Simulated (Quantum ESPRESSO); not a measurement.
**SiC (Moissanite 3C): zone-centre phonons**

Aim: the zone-centre modes of SiC (Moissanite 3C).

Main program and level: Quantum ESPRESSO 7.5; DFT LDA, scalar-relativistic, plane waves, JTH PAW pseudopotentials.

Experimental background.

For SiC, 3C polytype (zincblende) (single crystals from silicon oxide and carbon black reaction at 2800 K, annealed in air), “On melting of silicon carbide under pressure” (2012, arxiv:1210.3244) quotes earlier work: lattice constant a (a of cubic 3C-SiC starting crystals) 4.357 Å [Starting-material characterisation; no method, uncertainty or temperature given].

“Infrared properties of SiC particles” (1999, arxiv:astro-ph/9903031) quotes from earlier work for SiC, 3C (beta, cubic zinc blende) (literature average; scatter up to 0.2): ε∞ (high-frequency dielectric constant) 6.49 [average of published experimental values; polytype label garbled in the row, 3C inferred …].

For SiC, 3C (zinc blende) (high-purity CVD 3C-SiC wafer, 292 K), “Optical properties of silicon carbide for astrophysical applications I. New laboratory infrared reflectance spectra and optical constants” (2008, arxiv:0803.1210) gives, by FTIR reflectance, classical dispersion analysis: infrared mode (TO at Gamma) about 797.5 cm⁻¹ [TO position from reflectance band and dispersion fit; imperfect surface polish].

## 1. Set-up

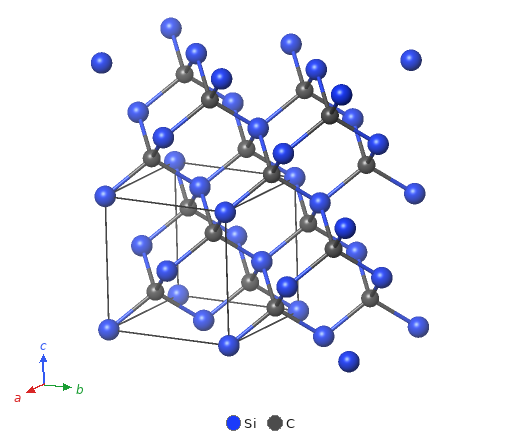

The starting structure, seen slightly off an axis (silicon blue, carbon dark grey). 1×2×2 cells are drawn. This picture shows the conventional cell, with its axes. Bonds to atoms that aren't drawn are left out. Some periodic images of atoms are drawn too.

Structure file:

```cif
data_structure
_symmetry_space_group_name_H-M 'F-43m'
_symmetry_Int_Tables_number 216
_cell_length_a 4.3580
_cell_length_b 4.3580
_cell_length_c 4.3580
_cell_angle_alpha 90.000
_cell_angle_beta 90.000
_cell_angle_gamma 90.000
_cell_volume 82.77
loop_
_atom_site_label
_atom_site_type_symbol
_atom_site_symmetry_multiplicity
_atom_site_Wyckoff_symbol
_atom_site_fract_x
_atom_site_fract_y
_atom_site_fract_z
_atom_site_occupancy
Si1 Si 4 a 0.00000 0.00000 0.00000 1
C1 C 4 d 0.25000 0.25000 0.75000 1
```

## 2. A probe with smearing

A cheap run with smearing and empty bands tells whether the crystal has a gap, which decides between fixed occupations and smearing later on.

Input file probe.in:

```
&CONTROL
  calculation = 'scf'
  prefix      = 'x'
  outdir      = './tmp'
  pseudo_dir  = './pseudo'
  tprnfor     = .true.
  tstress     = .true.
  verbosity   = 'high'
/
&SYSTEM
  ibrav       = 2
  celldm(1)   = 8.23542645
  nat         = 2
  ntyp        = 2
  ecutwfc     = 60.0
  ecutrho     = 480.0
  occupations = 'smearing'
  smearing    = 'gaussian'
  degauss     = 0.01
/
&ELECTRONS
  conv_thr         = 1.0d-07
  mixing_beta      = 0.7
  electron_maxstep = 100
/
ATOMIC_SPECIES
 Si     28.0850  Si.upf
 C      12.0110  C.upf
ATOMIC_POSITIONS crystal
 Si     0.000000000   0.000000000   0.000000000
 C      0.250000000   0.250000000   0.250000000
K_POINTS automatic
 8 8 8 0 0 0
```

Started as:

```
$ OMP_NUM_THREADS=1 mpirun -n 4 pw.x -nk 4 -in probe.in > probe.out
```

The program printed:

```text
[banners, grids, parts of the stress and lines that vanish by symmetry left out]
Program PWSCF v.7.5
     file Si.upf: wavefunction(s)  0S 0P renormalized
     file C.upf: wavefunction(s)  0S 2P 0P renormalized
[...]
kinetic-energy cutoff     =      60.0000  Ry
     charge density cutoff     =     480.0000  Ry
     scf convergence threshold =      1.0E-07
[...]
Exchange-correlation= SLA PW NOGX NOGC
                           (   1   4   0   0   0   0   0)
[...]
24 Sym. Ops. (no inversion) found
[...]
(     0          1          0      )
                  (     0          0          1      )
[...]
(  0.0000000  1.0000000  0.0000000 )
                  (  0.0000000  0.0000000  1.0000000 )
[...]
(     1          0         -1      )
                  (     0          0         -1      )
[...]
(  0.0000000  1.0000000  0.0000000 )
[...]
(    -1          0          1      )
                  (    -1          0          0      )
[...]
(  0.0000000  0.0000000  1.0000000 )
                  (  0.0000000 -1.0000000  0.0000000 )
[...]
number of k points=    29  Gaussian smearing, width (Ry)=  0.0100
[...]
End of self-consistent calculation
[...]
the Fermi energy is    10.0603 ev
!    total energy              =     -62.50992461 Ry
[...]
convergence has been achieved in   7 iterations
[...]
atom    1 type  1   force =     0.00000000    0.00000000    0.00000000
     atom    2 type  2   force =     0.00000000    0.00000000    0.00000000
[...]
Total force =     0.000000     Total SCF correction =     0.000000
[...]
total   stress  (Ry/bohr**3)                   (kbar)     P=      -47.49
[...]
XML data file, charge density, pseudopotentials, collected wavefunctions

   JOB DONE.
```

Elapsed: 2.3 s, on 4 MPI ranks of Arm Neoverse V1, shared host; 9 s of CPU time.

This step gave:

```
volume per atom   : 10.35 Å³
pressure          : -4.749 GPa
gap on the k-mesh : 1.314 eV
```

A gap of 1.3 eV opens on this mesh, so the crystal is taken as an insulator; the start stands at -4.7 GPa.

## 3. Relaxing the cell and atoms

The relaxation runs at a cutoff a fifth above that of the response, since stress converges more slowly with the basis than frequencies do. Forces and stress are brought to rest with tight thresholds.

Input file relax.in:

```
&CONTROL
  calculation   = 'vc-relax'
  prefix        = 'x'
  outdir        = './tmp'
  pseudo_dir    = './pseudo'
  tprnfor       = .true.
  tstress       = .true.
  forc_conv_thr = 2.0d-05
  etot_conv_thr = 1.0d-07
  nstep         = 40
/
&SYSTEM
  ibrav       = 2
  celldm(1)   = 8.23542645
  nat         = 2
  ntyp        = 2
  ecutwfc     = 72
  ecutrho     = 576.0
  occupations = 'fixed'
  nbnd        = 6
/
&ELECTRONS
  conv_thr         = 1.0d-11
  mixing_beta      = 0.7
  electron_maxstep = 100
/
&IONS
/
&CELL
  press_conv_thr = 0.2
/
ATOMIC_SPECIES
 Si     28.0850  Si.upf
 C      12.0110  C.upf
ATOMIC_POSITIONS crystal
 Si     0.000000000   0.000000000   0.000000000
 C      0.250000000   0.250000000   0.250000000
K_POINTS automatic
 10 10 10 0 0 0
```

Started as:

```
$ OMP_NUM_THREADS=1 mpirun -n 4 pw.x -nk 4 -in relax.in > relax.out
```

The program printed:

```text
[banners, grids, parts of the stress and lines that vanish by symmetry left out]
[banner, memory and clock lines left out]
Program PWSCF v.7.5

[...]
kinetic-energy cutoff     =      72.0000  Ry
     charge density cutoff     =     576.0000  Ry
     scf convergence threshold =      1.0E-11
[...]
energy convergence thresh.=      1.0E-07
     force convergence thresh. =      2.0E-05
     press convergence thresh. =      2.0E-01
     Exchange-correlation= SLA PW NOGX NOGC
                           (   1   4   0   0   0   0   0)
[...]
24 Sym. Ops. (no inversion) found
[...]
number of k points=    47
[...]
End of self-consistent calculation
[...]
highest occupied, lowest unoccupied level (ev):     9.2898   10.6043
!    total energy              =     -62.51004959 Ry
[...]
convergence has been achieved in  11 iterations
[...]
atom    1 type  1   force =     0.00000000    0.00000000    0.00000000
     atom    2 type  2   force =     0.00000000   -0.00000000    0.00000000
     Total force =     0.000000     Total SCF correction =     0.000000
[...]
total   stress  (Ry/bohr**3)                   (kbar)     P=      -47.17
[...]
number of bfgs steps    =   0
[...]
CELL_PARAMETERS (alat=  8.23542645)
[...]
ATOMIC_POSITIONS (crystal)
Si               0.0000000000        0.0000000000        0.0000000000
C                0.2500000000        0.2500000000        0.2500000000
[...]
New effective cutoffs (rho, wfc):  583.84   73.16
[...]
End of self-consistent calculation
[...]
highest occupied, lowest unoccupied level (ev):     9.5971   10.8909
!    total energy              =     -62.51052437 Ry
[...]
convergence has been achieved in   8 iterations
[...]
atom    1 type  1   force =     0.00000000    0.00000000    0.00000000
     atom    2 type  2   force =    -0.00000000    0.00000000   -0.00000000
     Total force =     0.000000     Total SCF correction =     0.000000
[...]
total   stress  (Ry/bohr**3)                   (kbar)     P=        6.29
[...]
number of bfgs steps    =   1
[...]
CELL_PARAMETERS (alat=  8.23542645)
[...]
ATOMIC_POSITIONS (crystal)
Si               0.0000000000        0.0000000000        0.0000000000
C                0.2500000000        0.2500000000        0.2500000000
[...]
New effective cutoffs (rho, wfc):  582.75   73.02
[...]
End of self-consistent calculation
[...]
highest occupied, lowest unoccupied level (ev):     9.5610   10.8572
!    total energy              =     -62.51053231 Ry
[...]
convergence has been achieved in   8 iterations
[...]
atom    1 type  1   force =     0.00000000    0.00000000   -0.00000000
     atom    2 type  2   force =     0.00000000    0.00000000   -0.00000000
     Total force =     0.000000     Total SCF correction =     0.000000
[...]
total   stress  (Ry/bohr**3)                   (kbar)     P=       -0.20
[...]
number of bfgs steps    =   2
[...]
small trust_radius: resetting bfgs history
[...]
CELL_PARAMETERS (alat=  8.23542645)
[...]
ATOMIC_POSITIONS (crystal)
Si              -0.0000000000       -0.0000000000        0.0000000000
C                0.2500000000        0.2500000000        0.2500000000
[...]
New effective cutoffs (rho, wfc):  582.79   73.03
[...]
End of self-consistent calculation
[...]
highest occupied, lowest unoccupied level (ev):     9.5623   10.8584
!    total energy              =     -62.51053232 Ry
[...]
convergence has been achieved in   5 iterations
[...]
atom    1 type  1   force =     0.00000000    0.00000000    0.00000000
     atom    2 type  2   force =     0.00000000    0.00000000    0.00000000
     Total force =     0.000000     Total SCF correction =     0.000000
[...]
total   stress  (Ry/bohr**3)                   (kbar)     P=        0.03
[...]
bfgs converged in   4 scf cycles and   3 bfgs steps
[...]
End of BFGS Geometry Optimization
     Final enthalpy           =     -62.5105323159 Ry
     File ./tmp/x.bfgs deleted, as requested
[...]
CELL_PARAMETERS (alat=  8.23542645)
[...]
ATOMIC_POSITIONS (crystal)
Si              -0.0000000000       -0.0000000000        0.0000000000
C                0.2500000000        0.2500000000        0.2500000000
[...]
Final scf calculation at the relaxed structure.
[...]
kinetic-energy cutoff     =      72.0000  Ry
     charge density cutoff     =     576.0000  Ry
     scf convergence threshold =      1.0E-13
[...]
press convergence thresh. =      2.0E-01
     Exchange-correlation= SLA PW NOGX NOGC
                           (   1   4   0   0   0   0   0)
[...]
24 Sym. Ops. (no inversion) found
[...]
number of k points=    47
[...]
c_bands:  1 eigenvalues not converged
[...]
End of self-consistent calculation
[...]
highest occupied, lowest unoccupied level (ev):     9.5623   10.8584
!    total energy              =     -62.51053229 Ry
[...]
convergence has been achieved in  16 iterations
[...]
atom    1 type  1   force =     0.00000000    0.00000000    0.00000000
     atom    2 type  2   force =     0.00000000    0.00000000    0.00000000
     Total force =     0.000000     Total SCF correction =     0.000000
[...]
total   stress  (Ry/bohr**3)                   (kbar)     P=        0.03
[...]
XML data file, charge density, pseudopotentials, collected wavefunctions
```

The job ended after 11 s (4 MPI ranks; 43 s of CPU time).

Step by step:

```
step  energy less that of the first step (eV)  largest force (eV/Å)  pressure (GPa)  volume (Å³)
   1                                   0.0000                0.0000           -4.72        20.69
   2                                  -0.0065                0.0000            0.63        20.20
   3                                  -0.0066                0.0000           -0.02        20.26
   4                                  -0.0066                0.0000            0.00        20.25
   5                                  -0.0066                0.0000            0.00        20.25
```

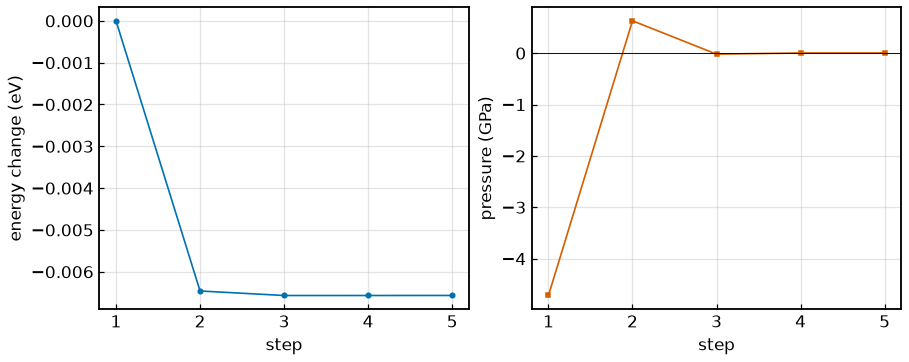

Energy and pressure along the relaxation.

```
conventional cell, symmetrised  before  after  change
                         a (Å)   4.358  4.327  -0.7 %
                         b (Å)   4.358  4.327  -0.7 %
                         c (Å)   4.358  4.327  -0.7 %
              volume (Å³/atom)   10.35  10.13  -2.1 %
```

Final coordinates:

```cif
data_structure
_symmetry_space_group_name_H-M 'P 1'
_symmetry_Int_Tables_number 1
_cell_length_a 3.0596
_cell_length_b 3.0596
_cell_length_c 3.0596
_cell_angle_alpha 60.000
_cell_angle_beta 60.000
_cell_angle_gamma 60.000
_cell_volume 20.25
loop_
_atom_site_label
_atom_site_type_symbol
_atom_site_fract_x
_atom_site_fract_y
_atom_site_fract_z
_atom_site_occupancy
Si1 Si 0.00000 0.00000 0.00000 1
C2 C 0.25000 0.25000 0.25000 1
```

The last row of the table of steps is pw.x's closing run on a basis chosen anew for the final cell, so its energy can jump.

Read from the output:

| Quantity | Value |
| --- | --- |
| volume per atom | 10.13 Å³ |
| pressure | 0.003000 GPa |
| gap on the k-mesh | 1.296 eV |

The volume changes by -2.1 % from the cell with which this run began.

## 4. Ground state

The response is built on this ground state, so it is converged far tighter than an energy would need. With a gap, occupations are fixed, which also allows the response to an electric field.

Input file scf.in:

```
&CONTROL
  calculation = 'scf'
  prefix      = 'x'
  outdir      = './tmp'
  pseudo_dir  = './pseudo'
  tprnfor     = .true.
  tstress     = .true.
/
&SYSTEM
  ibrav       = 2
  celldm(1)   = 8.17680024
  nat         = 2
  ntyp        = 2
  ecutwfc     = 60.0
  ecutrho     = 480.0
  occupations = 'fixed'
  nbnd        = 6
/
&ELECTRONS
  conv_thr         = 1.0d-12
  mixing_beta      = 0.7
  electron_maxstep = 100
/
ATOMIC_SPECIES
 Si     28.0850  Si.upf
 C      12.0110  C.upf
ATOMIC_POSITIONS crystal
 Si     0.000000000   0.000000000   0.000000000
 C      0.250000000   0.250000000   0.250000000
K_POINTS automatic
 12 12 12 0 0 0
```

Started as:

```
$ OMP_NUM_THREADS=1 mpirun -n 4 pw.x -nk 4 -in scf.in > scf.out
```

The program printed:

```text
[banners, grids, parts of the stress and lines that vanish by symmetry left out]
[banner, memory and clock lines left out]
Program PWSCF v.7.5

[...]
kinetic-energy cutoff     =      60.0000  Ry
     charge density cutoff     =     480.0000  Ry
     scf convergence threshold =      1.0E-12
[...]
Exchange-correlation= SLA PW NOGX NOGC
                           (   1   4   0   0   0   0   0)
[...]
24 Sym. Ops. (no inversion) found
[...]
number of k points=    72
[...]
c_bands:  4 eigenvalues not converged
     c_bands:  4 eigenvalues not converged
     c_bands:  4 eigenvalues not converged
[...]
End of self-consistent calculation
[...]
highest occupied, lowest unoccupied level (ev):     9.5622   10.8584
!    total energy              =     -62.51049664 Ry
[...]
convergence has been achieved in  13 iterations
[...]
atom    1 type  1   force =    -0.00000000    0.00000000    0.00000000
     atom    2 type  2   force =    -0.00000000   -0.00000000    0.00000000
     Total force =     0.000000     Total SCF correction =     0.000000
[...]
total   stress  (Ry/bohr**3)                   (kbar)     P=       -0.45
[...]
XML data file, charge density, pseudopotentials, collected wavefunctions
```

Elapsed: 5.1 s, on 4 MPI ranks.

Numbers from this step:

* pressure: -0.04500 GPa

The cell stands at -0.045 GPa, close enough for phonons.

(Part 1 of 2 ends here.)

[Host names and launcher messages were left out of these logs when they were recorded.]

[Logs are printed without paths, hosts, clocks, repeated set-up lines and the standing remarks that a program may print on its own settings, such as how far it seeks lower states.]

[Hosts, paths, dates, database ids (printed as entryN), source tags and the programs' standing remarks are cut or masked in the printed files.]
